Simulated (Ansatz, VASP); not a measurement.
# YSb: VASP beside Ansatz, part 2 of 2

One calculation is typed for both programs; each brings its own data sets. How far apart do they land? The cell is taken from a series of VASP runs on this material, whose earlier steps may have relaxed, scaled or displaced it; both programs get it as it stands. Valence electrons are named where the data sets of a main pair hold unlike numbers.

VASP 6.6.1 and Ansatz 0.2.0.

So far: Set-up; VASP: band structure, PBEsol, spin-orbit coupling.

**3. Ansatz: band structure, PBEsol, spin-orbit coupling**

Level of this step: Ansatz beside VASP: Kohn-Sham DFT, plane waves, PBEsol, spin-orbit coupling (Ansatz).

Ansatz runs on its fully relativistic PAW (standard-fr) files.

The same cell, functional, mesh and smearing now go to Ansatz, which takes its cutoff from its data sets.

input.yaml reads:

```yaml
crystal:
  lattice:
    - [0.0, 3.0591892983, 3.0591892983]
    - [3.0591892983, 0.0, 3.0591892983]
    - [3.0591892983, 3.0591892983, 0.0]
  atoms:
    - { symbol: "Y", position: [0.5, 0.5, 0.5] }
    - { symbol: Sb, position: [0.0, 0.0, 0.0] }
hamiltonian:
  xc: pbesol
  pseudopotentials: { kind: paw_fr }
magnetization:
  noncollinear: true
  spin_orbit: true
kpoints:
  mp_grid: { grid: [5, 5, 5] }
  band_path:
    path:
      - [0.0, 0.0, 0.0]
      - [0.16667, 0.0, 0.16667]
      - [0.33333, 0.0, 0.33333]
      - [0.5, 0.0, 0.5]
      - [0.5, 0.08333, 0.58333]
      - [0.5, 0.18333, 0.68333]
      - [0.5, 0.25, 0.75]
      - [0.45, 0.3, 0.75]
      - [0.40833, 0.34167, 0.75]
      - [0.35, 0.35, 0.7]
      - [0.225, 0.225, 0.45]
      - [0.075, 0.075, 0.15]
      - [0.03333, 0.03333, 0.03333]
      - [0.23333, 0.23333, 0.23333]
      - [0.4, 0.4, 0.4]
      - [0.51667, 0.46667, 0.51667]
      - [0.55833, 0.38333, 0.55833]
      - [0.60833, 0.28333, 0.60833]
      - [0.60833, 0.25, 0.64167]
      - [0.55833, 0.25, 0.69167]
      - [0.51667, 0.25, 0.73333]
      - [0.5, 0.3, 0.7]
      - [0.5, 0.38333, 0.61667]
      - [0.5, 0.48333, 0.51667]
      - [0.475, 0.475, 0.55]
      - [0.425, 0.425, 0.65]
      - [0.38333, 0.38333, 0.73333]
      - [0.59167, 0.18333, 0.59167]
      - [0.55, 0.1, 0.55]
      - [0.5, 0.0, 0.5]
    npoints: 1
scf:
  occupations: { method: gaussian, width: 0.05 }
  n_extra_bands: 14
output:
  forces: true
  stress: true
  eigenvalues: true
```

Started as:

```sh
> ansatz run input.yaml --threads 2 --pin off --max-ram 4608MiB --backend cpu --events-out ev --progress --plain --runs-dir out
```

Numbers of over 12 decimals in the logs are rounded to 6 here.

What it wrote:

```text
scf.n_extra_bands = 14 over 26 filled bands (N_el = 26.0): the run solves 40 bands
Engine: ansatz 0.2.0, aarch64-unknown-linux-gnu
Pseudopotentials: kind: paw_fr
Pseudopotential: Y, paw_fr, valence charge 11, recommended cutoff 420 eV (normal), Y.paw.azcp#standard-fr
Pseudopotential: Sb, paw_fr, valence charge 15, recommended cutoff 420 eV (normal), Sb.paw.azcp#standard-fr
Functional definition: PBEsol
  exchange = pbesol_x
  correlation = pbesol_c
non-collinear run that drives no moment, with spin-orbit: no starting moment large enough to seed its density (crystal.atoms[].spin), no starting occupations that ask for one, no magnetisation constraint and no magnetic field, so the semilocal B_xc is pinned to zero
Crystal: 2 atoms, lattice volume = 57.260 Å³
Basis set: ecut = 420 eV, 1139 PW (Γ), exchange–correlation on 60×60×60 points (8 copies of the dense FFT grid, shifted against one another)
Bands: 40, of which v1, the nominal top of the filled ones, is band 26 counted from 1 (25 counted from 0)
Symmetry: 48 space group operations + 48 with time reversal
Magnetic group: BNS 225.117 (UNI 1619), of the structure as read, at distance tolerance 3.9e-5 Å
k-points: 10 of 125
Projection manifold: j_resolved (fully-relativistic pseudo-atomic orbitals)
Non-local potential: Y, projectors of the file, l = 0: 3, l = 1: 4, l = 2: 4, l = 3: 2
Non-local potential: Sb, projectors of the file, l = 0: 2, l = 1: 4, l = 2: 4, l = 3: 4
PAW form: soft (Blöchl's): semilocal exchange-correlation on the pseudo side does not see the compensation charge
PAW frozen core: Y, regenerated for the run's functional, and the local potential with it (the file was generated under x = pbe(κ = 0.804, μ = 0.219515), c = pbe(β = 0.066725))
PAW frozen core: Sb, regenerated for the run's functional, and the local potential with it (the file was generated under x = pbe(κ = 0.804, μ = 0.219515), c = pbe(β = 0.066725))
PAW one-centre angular grid: Y, 590 points (default); XC on 64 Gauss nodes
PAW one-centre angular grid: Sb, 590 points (default); XC on 64 Gauss nodes
Initial density: superposition of atomic densities (chi_scale 0.1, normalization cell, long waves kept (reshape's long-wave potential 0.00 eV rms))
Initial wavefunctions: pseudopotential atomic-orbital guess
Functional: x = pbesol(κ = 0.804, μ = 0.123457), c = pbesol(β = 0.046)
SCF iter   1: F=—  HF=-10208.817186 eV  |F-HF|=—  |Δ(HF+E_count)|=         —  Δρ=2.92e-2  dr2=5.72e-1  dr2_m=0.00e0 (ungated)  ethr=3.10e-3  |M|=0.00e0 ∫|m|=0.00e0 μB  |m|>n=0.0e0 m-floor=0.0e0 τ_xc=0.0e0  β_m=0.30  ⟨swp⟩=8.1  Hψ=1066  notcnv=0  defer=12
preconditioner: auto → none  [insulator: Δε(μ)=0.338 eV  Ē_g=7.788 eV  σ=0.050 eV  W_gap=0.50  n_scr=14 (ndim 8)  ℏωp=13.9 eV  f_vac=0.000  D(μ)=1.08/eV (n_scr^D=8)  ε∞_Penn≈4.2]
SCF iter   2: F=—  HF=-10208.643295 eV  |F-HF|=—  |Δ(HF+E_count)|=   1.74e-1  Δρ=1.55e-2  dr2=9.99e-2  dr2_m=0.00e0 (ungated)  ethr=2.20e-3  |M|=0.00e0 ∫|m|=0.00e0 μB  |m|>n=0.0e0 m-floor=0.0e0 τ_xc=0.0e0  β_m=0.38  ⟨swp⟩=3.3  Hψ=391  notcnv=0  defer=76
SCF iter   3: F=—  HF=-10208.635398 eV  |F-HF|=—  |Δ(HF+E_count)|=   7.90e-3  Δρ=7.30e-3  dr2=1.91e-2  dr2_m=0.00e0 (ungated)  ethr=3.84e-4  |M|=0.00e0 ∫|m|=0.00e0 μB  |m|>n=0.0e0 m-floor=0.0e0 τ_xc=0.0e0  β_m=0.56  ⟨swp⟩=2.0  Hψ=309  notcnv=0  defer=78
SCF iter   4: F=—  HF=-10208.639702 eV  |F-HF|=—  |Δ(HF+E_count)|=   4.30e-3  Δρ=9.93e-4  dr2=2.72e-4  dr2_m=0.00e0 (ungated)  ethr=7.36e-5  |M|=0.00e0 ∫|m|=0.00e0 μB  |m|>n=0.0e0 m-floor=0.0e0 τ_xc=0.0e0  β_m=0.59  ⟨swp⟩=2.0  Hψ=242  notcnv=0  defer=78
SCF iter   5: F=—  HF=-10208.639804 eV  |F-HF|=—  |Δ(HF+E_count)|=   1.02e-4  Δρ=1.76e-4  dr2=6.63e-6  dr2_m=0.00e0 (ungated)  ethr=1.05e-6  |M|=0.00e0 ∫|m|=0.00e0 μB  |m|>n=0.0e0 m-floor=0.0e0 τ_xc=0.0e0  β_m=0.68  ⟨swp⟩=2.5  Hψ=241  notcnv=0  defer=78
SCF iter   6: F=—  HF=-10208.639807 eV  |F-HF|=—  |Δ(HF+E_count)|=   3.22e-6  Δρ=1.79e-5  dr2=8.77e-8  dr2_m=0.00e0 (ungated)  ethr=3.85e-10  |M|=0.00e0 ∫|m|=0.00e0 μB  |m|>n=0.0e0 m-floor=0.0e0 τ_xc=0.0e0  β_m=0.79  ⟨swp⟩=10.3  Hψ=1243  notcnv=0
SCF iter   7: F=-10208.639807 eV  HF=-10208.639807 eV  |F-HF|=6.37e-10  |Δ(HF+E_count)|=   2.96e-8  Δρ=1.43e-6  dr2=8.77e-10  dr2_m=0.00e0 (ungated)  ethr=3.37e-10  |M|=0.00e0 ∫|m|=0.00e0 μB  |m|>n=0.0e0 m-floor=0.0e0 τ_xc=0.0e0  ⟨swp⟩=1.9  Hψ=556  notcnv=0
SCF 1 converged in 7 iterations: F = -10208.639807 eV  dr2 = 8.77e-10
  greatest PAW one-centre occupation: 0.996 electrons in one spin orbital (limit 2), on the Sb atom at site 1 (counted from 0), in its partial waves of l = 2
NSCF: frozen V_eff on 30 k-points
SCF converged after 7 iterations
Magnetization: |M| = 0.0000 μB,  M = (+0.0000, +0.0000, +0.0000) μB
Absolute magnetization: 0.0000 μB (∫|m|)
  site 0: m = (+0.0000, +0.0000, +0.0000) μB, |m| = 0.0000 μB  (R = 1.26 Å)
  site 1: m = (+0.0000, +0.0000, +0.0000) μB, |m| = 0.0000 μB  (R = 1.26 Å)
Free energy (F): -10208.639807 eV
Harris-Foulkes:  -10208.639807 eV  (|F-HF|=6.37e-10)
Internal energy: -10208.638453 eV  (E = F + TS)
E sigma→0 (E₀):  -10208.639130 eV
Entropy (-TS):   -0.001354 eV (-0.677 meV/atom)
Fermi energy:    10.134545 eV
--- Per-component energies (eV) ---
  E_band       = -261.839963
  E_kinetic    = 514.899729
  E_local      = -2179.550110  (includes V_loc(G=0)·N_el)
  E_nonlocal   = 416.834738
  E_hartree    = 917.457961
  E_xc         = -310.779046
  E_vxc        = -296.867638  (∫ρ·V_xc dr)
  E_paw        = -7278.054773  (= ΣΔE_a)
  E_vpaw       = -552.073910  (= ΣTr[D̂ρ^β])
  E_aug_tail   = 0.000001  (compensation charges beyond the density's cutoff)
  E_ewald      = -2289.931649
  E_core_change = 0.484696  (= ΣΔE_core)
  E_smearing   = -0.001354  (= −TS)
  E_closure    = 0.000000  (closes the sum)
  Σ components = -10208.639807   (vs F -10208.639807, Δ=0.00e0)
--- Forces (eV/Å), atoms counted from 1 ---
  atom   1  Y      0.00000000    -0.00000000    -0.00000000
  atom   2  Sb     0.00000000     0.00000000     0.00000000
  max |Σ_I F_I| component: 3.12e-29 eV/Å
--- Stress (GPa, compression-positive) ---
       -0.128365       0.000000      -0.000000
       -0.000000      -0.128365      -0.000000
        0.000000       0.000000      -0.128365
  P = ⅓ Tr σ = -0.1284 GPa (-1.284 kbar)
--- Band table (eV; the first three rows and the last of 10) ---
  k-point 0: bands = [... 22 lower, 11.3964, 11.3964, 11.3964, 11.3964, 11.4000, 11.4000, 11.4000, 11.4000, ... 10 higher]
  k-point 1: bands = [... 22 lower, 9.4841, 9.4841, 9.7467, 9.7467, 11.9467, 11.9467, 11.9604, 11.9604, ... 10 higher]
  k-point 2: bands = [... 22 lower, 8.4872, 8.4872, 8.7571, 8.7571, 12.8483, 12.8483, 13.0314, 13.0314, ... 10 higher]
  k-point 9: bands = [... 22 lower, 8.1388, 8.1388, 8.5428, 8.5428, 12.1440, 12.1440, 13.0175, 13.0175, ... 10 higher]
```

Wall time 13 s (2 threads of Arm Neoverse N1, shared host); peak memory 0.46 GiB; 24 s of CPU time.

In the SCF lines HF is the Harris–Foulkes energy and dr2 the Hartree energy of the density residual, in eV; the loop may stop once dr2 is under the threshold and the program's other checks hold. Hψ counts applications of the Hamiltonian.

**4. Side by side**

Known differences besides the potentials themselves: spin-orbit coupling enters by fully relativistic files in Ansatz and inside the spheres in VASP; the data sets hold 26 valence electrons in Ansatz (on its fully relativistic PAW (standard-fr) files) and 16 in VASP; the cutoff is 420 eV in Ansatz and 400 eV in VASP; Ansatz makes its cores anew for this functional, VASP keeps those of its PBE data sets. Total energies have different zeros and are not compared.

The two programs side by side:

```
      quantity  Ansatz   VASP  difference
pressure (GPa)   -0.13  -0.05       -0.08
```

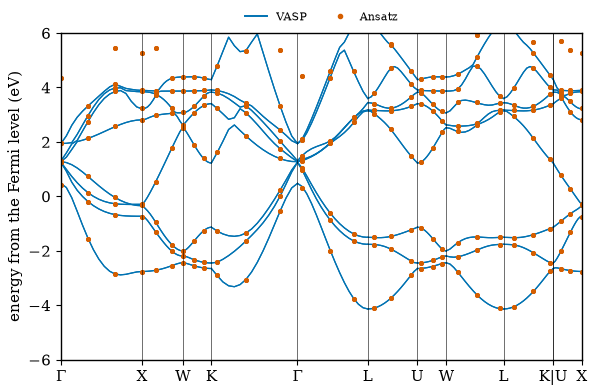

Bands from VASP (lines) and levels from Ansatz (dots). Dots without a line are higher empty bands that the VASP plot leaves out.

Levels from 3 eV below to 2 eV above the Fermi level differ by 10 meV r.m.s. and 46 meV at most; each VASP level is matched to the nearest of Ansatz, which flatters the figure a little. Ansatz's pressure holds a Pulay correction of 0.02 GPa; VASP's holds none.

**5. Summary of results**

| Property | Result |
| --- | --- |
| r.m.s. difference of levels near the Fermi level (band structure, PBEsol, spin-orbit coupling) | 9.9 meV |

**Reading.** The r.m.s. difference of levels near the Fermi level is 9.9 meV (band structure, PBEsol, spin-orbit coupling), within the 80 meV picked in this series as the mark of a large difference. The data sets hold unlike numbers of valence electrons (26 in Ansatz and 16 in VASP), so part of the differences comes from the potentials. 2 further runs of this series are not shown here. How closely two codes agree says nothing of how well the functional describes the real material.

[Lines on the potential files, build, host, timing and source positions are cut from VASP's logs without a mark.]

[Logs are printed without paths, hosts, clocks, repeated set-up lines and the standing remarks that a program may print on its own settings, such as how far it seeks lower states.]

[Hosts, paths, dates, database ids (printed as entryN), source tags and the programs' standing remarks are cut or masked in the printed files.]
